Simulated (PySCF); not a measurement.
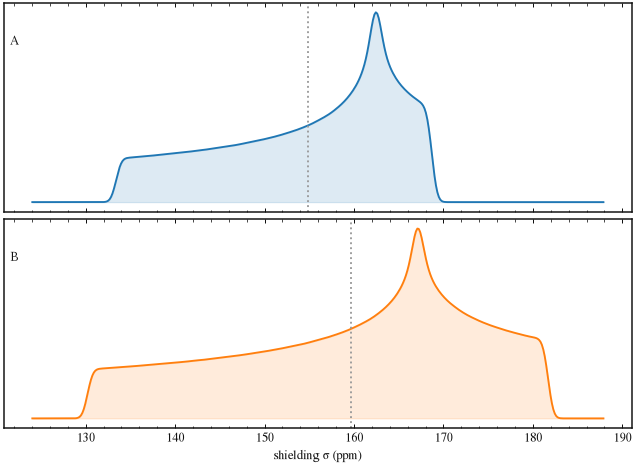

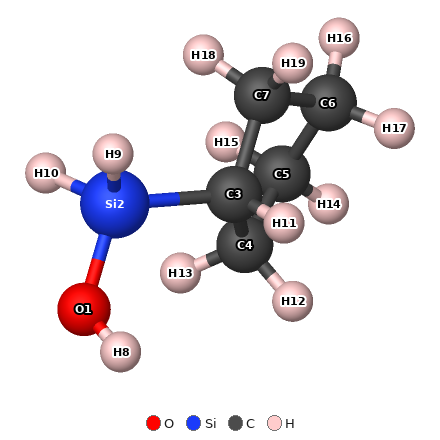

Static powder patterns (¹³C) from GIAO shielding tensors of C₅H₁₂OSi, SMILES O[SiH2]C1CCCC1, PBE0/pcSseg-1, PySCF, at a GFN2-xTB geometry (no frequency check); absolute shielding, one fixed geometry of the isolated molecule without any motion, no dipolar terms. The dotted line is the isotropic value; skew is 3(σiso − σ22)/span.

Q: The panels belong to C3 and C6. Which is which?

A: panel A: C6, σ11, σ22, σ33 = 133, 162, 169 ppm, isotropic 155, span 35 ppm, skew −0.64; panel B: C3, σ11, σ22, σ33 = 130, 167, 182 ppm, isotropic 160, span 51 ppm, skew −0.43.

Known limits of this run: the tight-binding geometry is rougher than a DFT one and adds to the error; one conformer of a flexible molecule.
